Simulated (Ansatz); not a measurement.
## Run report: CH5BClN, nudged elastic band

- system: CH5BClN
- method: RKS B3LYP/def2-SVP (Ansatz 0.2.0)

It belongs to a series of runs on one base structure; here: band between the two ends. Figures and captions count atoms from 1; the log counts them from 0 in places.

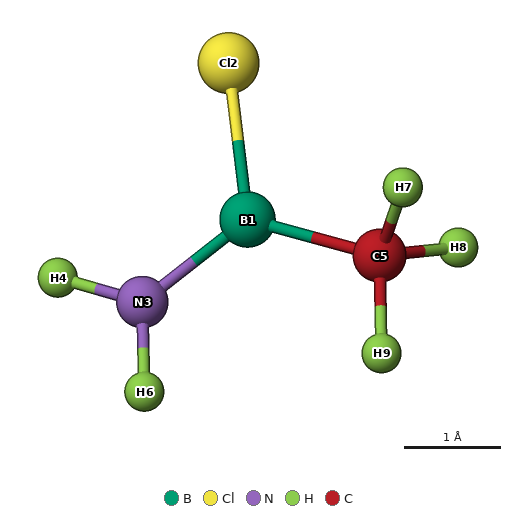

Figure 1. The structure as given in the input (ball-and-stick view, seen at a tilt; atoms are numbered from 1 in the order of the input).

Key numbers:

| quantity | value |
| --- | --- |
| outcome | converged |
| barrier, forward | 2.681 eV |
| barrier, backward | 0.564 eV |
| hardware | 2 threads of Intel Xeon (Granite Rapids), 16 GiB of memory available, shared host |
| wall time | 1.8 min (CPU time 3.4 min) |
| peak memory | 0.19 GiB |

Notes:

The order of the saddle point was not checked.

Input:
```yaml
crystal:
  periodic: [false, false, false]
  atoms:
    - { symbol: B, position_ang: [0.050839, -0.233642, -0.451661] }
    - { symbol: Cl, position_ang: [0.889517, -1.220574, -1.704631] }
    - { symbol: "N", position_ang: [-1.221118, 0.24299, -0.765587] }
    - { symbol: H, position_ang: [-1.678159, 0.058376, -1.65083] }
    - { symbol: C, position_ang: [0.777674, 0.042751, 0.916734] }
    - { symbol: H, position_ang: [-1.765518, 0.805775, -0.122361] }
    - { symbol: H, position_ang: [1.737093, 0.560049, 0.745063] }
    - { symbol: H, position_ang: [1.029022, -0.907199, 1.418538] }
    - { symbol: H, position_ang: [0.180654, 0.651473, 1.614736] }
basis:
  gaussian: { orbitals: def2-SVP }
hamiltonian:
  xc: b3lyp
neb:
  order_check: false
  images: 9
  f_tol: 0.05
  max_iterations: 60
  final_atoms:
    - { symbol: B, position_ang: [-0.38569014, 0.36015905, 0.35121121] }
    - { symbol: Cl, position_ang: [0.11162131, -1.37225796, -2.77986824] }
    - { symbol: "N", position_ang: [-1.37128901, 0.49699876, -0.40624103] }
    - { symbol: H, position_ang: [-0.50118557, -0.63843306, -1.88624904] }
    - { symbol: C, position_ang: [0.85600385, 0.15288963, 1.23259015] }
    - { symbol: H, position_ang: [-2.22681991, 0.70213966, -0.88066627] }
    - { symbol: H, position_ang: [1.74885002, 0.59166491, 0.75906741] }
    - { symbol: H, position_ang: [1.0457761, -0.92058304, 1.39219887] }
    - { symbol: H, position_ang: [0.72273735, 0.62742104, 2.21795794] }
  initial_path:
    images:
      - { positions_ang: [[0.050839, -0.233642, -0.451661], [0.889517, -1.220574, -1.704631], [-1.221118, 0.24299, -0.765587], [-1.678159, 0.058376, -1.65083], [0.777674, 0.042751, 0.916734], [-1.765518, 0.805775, -0.122361], [1.737093, 0.560049, 0.745063], [1.029022, -0.907199, 1.418538], [0.180654, 0.651473, 1.614736]] }
      - { positions_ang: [[0.01443713, -0.18944617, -0.39481675], [0.80313857, -1.20482855, -1.74848497], [-1.23929456, 0.26175527, -0.74802118], [-1.56008009, -0.01445337, -1.68551035], [0.79374631, 0.04515817, 0.93881045], [-1.83733631, 0.81663513, -0.18124733], [1.74729327, 0.55590367, 0.74366104], [1.04614249, -0.91369535, 1.41140046], [0.23195719, 0.64297022, 1.66420964]] }
      - { positions_ang: [[-0.02196474, -0.14525034, -0.33797249], [0.71676013, -1.18908311, -1.79233894], [-1.25747112, 0.28052053, -0.73045537], [-1.44200117, -0.08728274, -1.7201907], [0.80981862, 0.04756533, 0.96088689], [-1.90915463, 0.82749526, -0.24013366], [1.75749354, 0.55175833, 0.74225908], [1.06326299, -0.9201917, 1.40426292], [0.28326038, 0.63446743, 1.71368328]] }
      - { positions_ang: [[-0.05836661, -0.10105452, -0.28112824], [0.6303817, -1.17333766, -1.83619291], [-1.27564768, 0.2992858, -0.71288955], [-1.32392226, -0.16011211, -1.75487105], [0.82589093, 0.0499725, 0.98296334], [-1.98097294, 0.83835539, -0.29902], [1.76769381, 0.547613, 0.74085711], [1.08038348, -0.92668805, 1.39712537], [0.33456356, 0.62596465, 1.76315692]] }
      - { positions_ang: [[-0.09476848, -0.05685869, -0.22428398], [0.54400327, -1.15759222, -1.88004688], [-1.29382424, 0.31805107, -0.69532373], [-1.20584335, -0.23294148, -1.7895514], [0.84196324, 0.05237967, 1.00503978], [-2.05279125, 0.84921552, -0.35790633], [1.77789408, 0.54346767, 0.73945515], [1.09750398, -0.9331844, 1.38998783], [0.38586675, 0.61746186, 1.81263056]] }
      - { positions_ang: [[-0.13117034, -0.01266286, -0.16743973], [0.45762483, -1.14184677, -1.92390086], [-1.3120008, 0.33681633, -0.67775792], [-1.08776443, -0.30577085, -1.82423175], [0.85803555, 0.05478684, 1.02711623], [-2.12460956, 0.86007565, -0.41679266], [1.78809434, 0.53932233, 0.73805319], [1.11462447, -0.93968075, 1.38285029], [0.43716994, 0.60895908, 1.8621042]] }
      - { positions_ang: [[-0.1820743, 0.06190152, -0.06370954], [0.38842413, -1.18792901, -2.09509433], [-1.32385845, 0.36885282, -0.62345454], [-0.97044866, -0.37230329, -1.83663521], [0.85762921, 0.07440739, 1.06821101], [-2.14505163, 0.82848845, -0.50956738], [1.78024548, 0.54979085, 0.74225603], [1.1008548, -0.9358612, 1.38472001], [0.49428342, 0.61265147, 1.93327495]] }
      - { positions_ang: [[-0.23297826, 0.1364659, 0.04002065], [0.31922342, -1.23401125, -2.26628781], [-1.33571609, 0.40088931, -0.56915116], [-0.85313289, -0.43883573, -1.84903866], [0.85722287, 0.09402795, 1.1093058], [-2.1654937, 0.79690125, -0.6023421], [1.77239662, 0.56025936, 0.74645888], [1.08708512, -0.93204166, 1.38658972], [0.55139691, 0.61634386, 2.0044457]] }
      - { positions_ang: [[-0.28388222, 0.21103029, 0.14375083], [0.25002272, -1.28009348, -2.43748129], [-1.34757373, 0.43292579, -0.51484779], [-0.73581711, -0.50536817, -1.86144212], [0.85681653, 0.11364851, 1.15040058], [-2.18593577, 0.76531405, -0.69511683], [1.76454775, 0.57072788, 0.75066172], [1.07331545, -0.92822212, 1.38845944], [0.60851039, 0.62003625, 2.07561645]] }
      - { positions_ang: [[-0.33478618, 0.28559467, 0.24748102], [0.18082201, -1.32617572, -2.60867476], [-1.35943137, 0.46496228, -0.46054441], [-0.61850134, -0.57190062, -1.87384558], [0.85641019, 0.13326907, 1.19149537], [-2.20637784, 0.73372686, -0.78789155], [1.75669889, 0.5811964, 0.75486457], [1.05954578, -0.92440258, 1.39032915], [0.66562387, 0.62372864, 2.14678719]] }
      - { positions_ang: [[-0.38569014, 0.36015905, 0.35121121], [0.11162131, -1.37225796, -2.77986824], [-1.37128901, 0.49699876, -0.40624103], [-0.50118557, -0.63843306, -1.88624904], [0.85600385, 0.15288963, 1.23259015], [-2.22681991, 0.70213966, -0.88066627], [1.74885002, 0.59166491, 0.75906741], [1.0457761, -0.92058304, 1.39219887], [0.72273735, 0.62742104, 2.21795794]] }
```

Launch command:
```bash
ansatz run input.yaml --threads 2 --pin off --max-ram 3072MiB --backend cpu --events-out ev --progress --plain --runs-dir out
```

What the program printed:
```
Engine: ansatz 0.2.0, x86_64-unknown-linux-gnu
Functional definition: B3LYP
  parameter a0 = 0.2
  parameter ax = 0.72
  parameter ac = 0.81
  exchange = (1 - a0 - ax)*slater_x + ax*b88_x + a0*exact_x
  correlation = (1 - ac)*vwn_rpa_c + ac*lyp_c
935 factors; integrals over basis functions are off by at most 2.9e-4 eV
mean field evaluation 1: about -15795.6235 eV, gradient 6.4e1 eV
mean field evaluation 2: about -15787.6115 eV, gradient 8.4e1 eV
mean field evaluation 4: about -15804.5956 eV, gradient 3.7e0 eV
mean field evaluation 8: about -15804.6583 eV, gradient 3.1e-2 eV
mean field -15804.65826249 eV, -580.8104783643 hartree, gradient 1.4e-5 eV, S^2 0.000000; 0 other end points of the search recorded, 0 dependent functions left out
the calculation of the forces begins
reference -15804.65848112 eV, -580.8104863991 hartree; 20, 20 occupied and 65, 65 virtual orbitals, 935 factors
937 factors; integrals over basis functions are off by at most 8.4e-4 eV
mean field evaluation 16: about -15793.2092 eV, gradient 6.6e1 eV
mean field -15802.54173562 eV, -580.7326974366 hartree, gradient 8.4e-5 eV, S^2 0.000000; 0 other end points of the search recorded, 0 dependent functions left out
[... from here on the field's lines of each further geometry are left out, up to the last ...]
NEB iter   1: max|band force component| = 5.658e0 eV/Å  barrier→ = 3.0419 eV  barrier← = 0.9253 eV  Δτ_max = 0.2000 Å  (280 SCF iters)
NEB iter   2: max|band force component| = 1.466e0 eV/Å  barrier→ = 2.7701 eV  barrier← = 0.6536 eV  Δτ_max = 0.1968 Å  (264 SCF iters)
NEB iter   3: max|band force component| = 1.576e0 eV/Å  barrier→ = 2.6957 eV  barrier← = 0.5791 eV  Δτ_max = 0.1008 Å  (259 SCF iters)
NEB iter   4: max|band force component| = 4.815e-1 eV/Å  barrier→ = 2.6586 eV  barrier← = 0.5421 eV  CI = image 6  Δτ_max = 0.0900 Å  (262 SCF iters)
NEB iter   5: max|band force component| = 5.843e-1 eV/Å  barrier→ = 2.6827 eV  barrier← = 0.5662 eV  CI = image 6  Δτ_max = 0.0450 Å  (263 SCF iters)
NEB iter   6: max|band force component| = 1.495e-1 eV/Å  barrier→ = 2.6813 eV  barrier← = 0.5648 eV  CI = image 6  Δτ_max = 0.0564 Å  (256 SCF iters)
NEB iter   7: max|band force component| = 3.092e-1 eV/Å  barrier→ = 2.6810 eV  barrier← = 0.5645 eV  CI = image 6  Δτ_max = 0.0280 Å  (217 SCF iters)
NEB iter   8: max|band force component| = 1.179e-1 eV/Å  barrier→ = 2.6809 eV  barrier← = 0.5643 eV  CI = image 6  Δτ_max = 0.0139 Å  (221 SCF iters)
NEB iter   9: max|band force component| = 7.284e-2 eV/Å  barrier→ = 2.6808 eV  barrier← = 0.5642 eV  CI = image 6  Δτ_max = 0.0280 Å  (210 SCF iters)
NEB iter  10: max|band force component| = 1.875e-1 eV/Å  barrier→ = 2.6807 eV  barrier← = 0.5642 eV  CI = image 6  Δτ_max = 0.0141 Å  (211 SCF iters)
NEB iter  11: max|band force component| = 7.782e-2 eV/Å  barrier→ = 2.6807 eV  barrier← = 0.5642 eV  CI = image 6  Δτ_max = 0.0282 Å  (217 SCF iters)
NEB iter  12: max|band force component| = 8.296e-2 eV/Å  barrier→ = 2.6807 eV  barrier← = 0.5642 eV  CI = image 6  Δτ_max = 0.0140 Å  (203 SCF iters)
the calculation of the forces begins
reference -15802.53788889 eV, -580.7325560720 hartree; 20, 20 occupied and 65, 65 virtual orbitals, 937 factors
937 factors; integrals over basis functions are off by at most 8.8e-4 eV
mean field -15801.97755652 eV, -580.7119642372 hartree, gradient 6.0e-5 eV, S^2 0.000000; 1 other end points of the search recorded, 0 dependent functions left out
the calculation of the forces begins
reference -15801.97779149 eV, -580.7119728719 hartree; 20, 20 occupied and 65, 65 virtual orbitals, 937 factors
NEB iter  13: max|band force component| = 2.790e-2 eV/Å  barrier→ = 2.6807 eV  barrier← = 0.5642 eV  CI = image 6  Δτ_max = 0.0000 Å  (424 SCF iters)
```

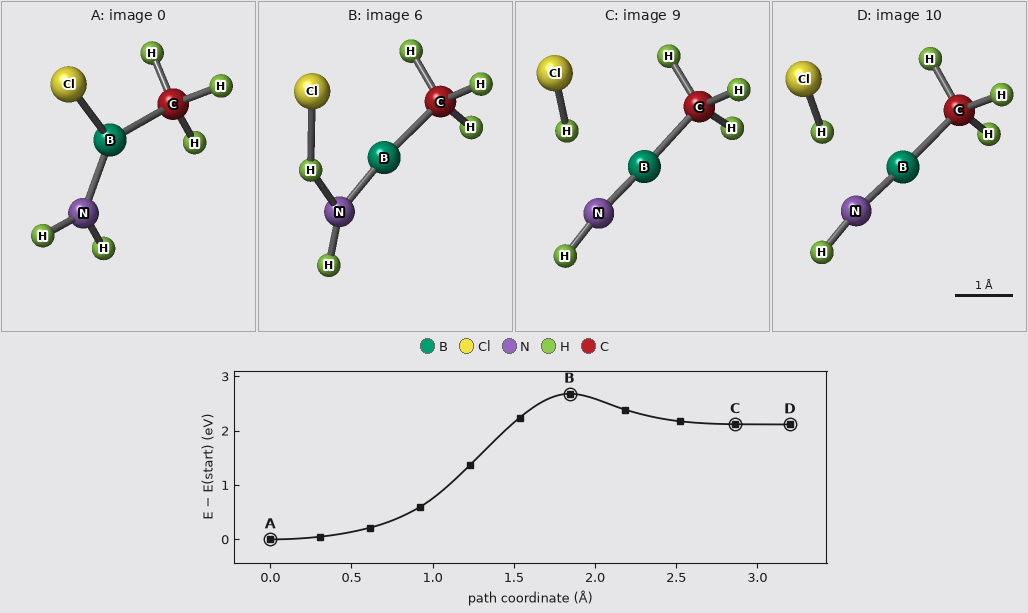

Figure 2. Images of the last band (counted from 0; ball-and-stick, seen at a tilt) above the energy along the path; the line is a cubic interpolation that uses the forces. The highest image is number 6, 2.681 eV above the start and 0.564 eV above the end (the climbing image); the end lies 2.117 eV above the start. The path is 3.20 Å long. The band converged in 13 iterations.

```
Total energy: -15801.97779149 eV, -580.7119728719 hartree
Atom 0 at    -0.287082     0.164370     0.053604 Å, force     0.001643    -0.002031    -0.002953 eV/Å
Atom 1 at     0.418885    -1.180277    -2.126536 Å, force    -0.000147     0.000837     0.001658 eV/Å
Atom 2 at    -1.345444     0.340853    -0.685024 Å, force    -0.003560     0.003073     0.002894 eV/Å
Atom 3 at    -0.824386    -0.358785    -1.656344 Å, force     0.001425    -0.001792    -0.002126 eV/Å
Atom 4 at     0.854206     0.072340     1.063932 Å, force     0.000170     0.000598     0.001308 eV/Å
Atom 5 at    -2.235378     0.813363    -0.599998 Å, force     0.000128    -0.000251    -0.000468 eV/Å
Atom 6 at     1.775478     0.503459     0.642700 Å, force    -0.000012    -0.000132    -0.000065 eV/Å
Atom 7 at     1.052584    -0.978777     1.324388 Å, force     0.000101    -0.000102    -0.000194 eV/Å
Atom 8 at     0.591141     0.623452     1.983279 Å, force     0.000253    -0.000199    -0.000055 eV/Å
Dipole moment:    -0.304024     0.522754     0.816127 e Å
this run last wrote the band of iteration 13 to [file]
```

The last band as extended XYZ (Å, eV, eV/Å):
```
9
Properties=species:S:1:pos:R:3:forces:R:3 image=0 energy=-15804.65826
B     0.0508   -0.2336   -0.4517    0.0268  -0.0122   0.0008
Cl    0.8895   -1.2206   -1.7046   -0.0025   0.0012   0.0005
N    -1.2211    0.2430   -0.7656   -0.0123   0.0134   0.0162
H    -1.6782    0.0584   -1.6508   -0.0025  -0.0011  -0.0053
C     0.7777    0.0428    0.9167   -0.0010  -0.0001  -0.0037
H    -1.7655    0.8058   -0.1224    0.0013  -0.0044  -0.0070
H     1.7371    0.5600    0.7451   -0.0017  -0.0006  -0.0033
H     1.0290   -0.9072    1.4185   -0.0024  -0.0013  -0.0033
H     0.1807    0.6515    1.6147   -0.0056   0.0052   0.0051
9
Properties=species:S:1:pos:R:3:forces:R:3 image=1 energy=-15804.60852
B     0.0080   -0.1862   -0.3967    0.0440  -0.0507  -0.0640
Cl    0.8477   -1.1753   -1.6595    0.0872  -0.0468  -0.0093
N    -1.2599    0.2563   -0.7771    0.0352  -0.0180  -0.0020
H    -1.6014    0.0000   -1.6969   -0.1244   0.0680   0.0163
C     0.7954    0.0482    0.9476   -0.0225  -0.0048  -0.0337
H    -1.9075    0.8190   -0.2386    0.1427  -0.0044   0.1415
H     1.7635    0.5238    0.7115   -0.0203   0.0233   0.0255
H     1.0533   -0.9339    1.3817   -0.0215   0.0211   0.0264
H     0.3009    0.6479    1.7280   -0.1206   0.0123  -0.1009
9
Properties=species:S:1:pos:R:3:forces:R:3 image=2 energy=-15804.44208
B    -0.0322   -0.1391   -0.3376    0.1022  -0.1286  -0.1723
Cl    0.7690   -1.1311   -1.6505    0.2869  -0.0648   0.1636
N    -1.2918    0.2726   -0.7766    0.0604  -0.0478  -0.0401
H    -1.4848   -0.0629   -1.7134   -0.4199   0.1715  -0.0715
C     0.8152    0.0524    0.9795   -0.0424  -0.0172  -0.0825
H    -2.0392    0.8225   -0.3710    0.2617   0.0202   0.3218
H     1.7815    0.5026    0.6897   -0.0164   0.0163   0.0408
H     1.0719   -0.9532    1.3580   -0.0095   0.0307   0.0338
H     0.4104    0.6364    1.8219   -0.2230   0.0196  -0.1936
9
Properties=species:S:1:pos:R:3:forces:R:3 image=3 energy=-15804.06105
B    -0.0706   -0.0905   -0.2726    0.3464  -0.4328  -0.5773
Cl    0.6613   -1.1059   -1.7124    0.5278   0.1365   0.8591
N    -1.3145    0.2905   -0.7621    0.0863  -0.0755  -0.0733
H    -1.3256   -0.1275   -1.6868   -1.0099   0.3720  -0.2605
C     0.8309    0.0588    1.0111   -0.0535  -0.0593  -0.1864
H    -2.1381    0.8145   -0.4929    0.3032   0.0512   0.4338
H     1.7874    0.4966    0.6750    0.0320  -0.0204   0.0685
H     1.0753   -0.9650    1.3453    0.0561   0.0297   0.0450
H     0.4940    0.6284    1.8953   -0.2883  -0.0013  -0.3089
9
Properties=species:S:1:pos:R:3:forces:R:3 image=4 energy=-15803.29238
B    -0.1281   -0.0187   -0.1767    0.7576  -0.9027  -1.1673
Cl    0.5702   -1.1275   -1.8563    0.6626   0.3666   1.5050
N    -1.3297    0.3044   -0.7479    0.0648  -0.0864  -0.1194
H    -1.1607   -0.1873   -1.6420   -1.5606   0.6666  -0.2022
C     0.8411    0.0675    1.0409   -0.0647  -0.0582  -0.1958
H    -2.1887    0.8078   -0.5611    0.2378   0.0258   0.3088
H     1.7833    0.4984    0.6614    0.0600  -0.0405   0.0864
H     1.0674   -0.9715    1.3356    0.0940   0.0298   0.0537
H     0.5451    0.6269    1.9461   -0.2514  -0.0011  -0.2691
9
Properties=species:S:1:pos:R:3:forces:R:3 image=5 energy=-15802.41575
B    -0.2061    0.0746   -0.0559    0.6649  -0.7366  -0.9017
Cl    0.4944   -1.1637   -2.0140    0.6376   0.1187   0.9361
N    -1.3381    0.3159   -0.7312    0.0631  -0.2107  -0.3926
H    -1.0050   -0.2529   -1.6185   -1.4656   0.8535   0.3063
C     0.8509    0.0712    1.0586   -0.0370   0.0018  -0.0359
H    -2.2138    0.8088   -0.5855    0.1807  -0.0448   0.0939
H     1.7798    0.4994    0.6477    0.0296  -0.0259   0.0515
H     1.0603   -0.9774    1.3259    0.0532   0.0224   0.0291
H     0.5777    0.6241    1.9728   -0.1265   0.0217  -0.0868
9
Properties=species:S:1:pos:R:3:forces:R:3 image=6 energy=-15801.97756
B    -0.2871    0.1644    0.0536    0.0016  -0.0020  -0.0030
Cl    0.4189   -1.1803   -2.1265   -0.0001   0.0008   0.0017
N    -1.3454    0.3409   -0.6850   -0.0036   0.0031   0.0029
H    -0.8244   -0.3588   -1.6563    0.0014  -0.0018  -0.0021
C     0.8542    0.0723    1.0639    0.0002   0.0006   0.0013
H    -2.2354    0.8134   -0.6000    0.0001  -0.0003  -0.0005
H     1.7755    0.5035    0.6427    0.0000  -0.0001  -0.0001
H     1.0526   -0.9788    1.3244    0.0001  -0.0001  -0.0002
H     0.5911    0.6235    1.9833    0.0003  -0.0002  -0.0001
9
Properties=species:S:1:pos:R:3:forces:R:3 image=7 energy=-15802.26725
B    -0.3532    0.2454    0.1585   -0.1900   0.2323   0.3040
Cl    0.3830   -1.2165   -2.2378   -0.1145  -0.0904  -0.3183
N    -1.3794    0.4130   -0.5666   -0.1001   0.2039   0.3370
H    -0.6581   -0.4812   -1.7449    0.4747  -0.3499  -0.2566
C     0.8567    0.0762    1.0750    0.0115   0.0081   0.0298
H    -2.2908    0.8204   -0.6479   -0.1603   0.0226  -0.1214
H     1.7703    0.5043    0.6358   -0.0130   0.0020  -0.0240
H     1.0444   -0.9801    1.3200   -0.0175  -0.0071  -0.0199
H     0.6271    0.6185    2.0080    0.1092  -0.0213   0.0695
9
Properties=species:S:1:pos:R:3:forces:R:3 image=8 energy=-15802.48315
B    -0.4061    0.3189    0.2605   -0.0542   0.0795   0.1144
Cl    0.3752   -1.2844   -2.3871   -0.0011  -0.0779  -0.1704
N    -1.4281    0.4943   -0.4447   -0.0487   0.0848   0.1301
H    -0.5438   -0.5559   -1.7841    0.1135  -0.0736  -0.0383
C     0.8512    0.0932    1.1069   -0.0122   0.0244   0.0353
H    -2.3309    0.7980   -0.7470   -0.0491  -0.0229  -0.1006
H     1.7490    0.5047    0.6202   -0.0210   0.0015  -0.0198
H     1.0226   -0.9762    1.3042   -0.0205  -0.0014  -0.0187
H     0.7110    0.6074    2.0711    0.0932  -0.0144   0.0681
9
Properties=species:S:1:pos:R:3:forces:R:3 image=9 energy=-15802.53764
B    -0.4255    0.3643    0.3391   -0.0068   0.0273   0.0234
Cl    0.2795   -1.3413   -2.6084   -0.0076  -0.0076  -0.0178
N    -1.4365    0.5330   -0.3769    0.0272  -0.0222  -0.0049
H    -0.4727   -0.6172   -1.8198    0.0016  -0.0011  -0.0118
C     0.8458    0.1243    1.1683   -0.0071   0.0043  -0.0048
H    -2.2983    0.7483   -0.8345   -0.0108   0.0023  -0.0032
H     1.7300    0.5302    0.6514   -0.0041   0.0006   0.0021
H     1.0092   -0.9532    1.3279   -0.0001  -0.0015   0.0056
H     0.7684    0.6117    2.1529    0.0077  -0.0019   0.0115
9
Properties=species:S:1:pos:R:3:forces:R:3 image=10 energy=-15802.54174
B    -0.3857    0.3602    0.3512    0.0048   0.0034   0.0116
Cl    0.1116   -1.3723   -2.7799   -0.0025   0.0025   0.0025
N    -1.3713    0.4970   -0.4062   -0.0012  -0.0015  -0.0059
H    -0.5012   -0.6384   -1.8862    0.0015  -0.0038  -0.0045
C     0.8560    0.1529    1.2326    0.0076  -0.0030  -0.0027
H    -2.2268    0.7021   -0.8807   -0.0053   0.0016  -0.0022
H     1.7489    0.5917    0.7591   -0.0043  -0.0020   0.0048
H     1.0458   -0.9206    1.3922    0.0010   0.0046   0.0012
H     0.7227    0.6274    2.2180   -0.0016  -0.0019  -0.0046
```
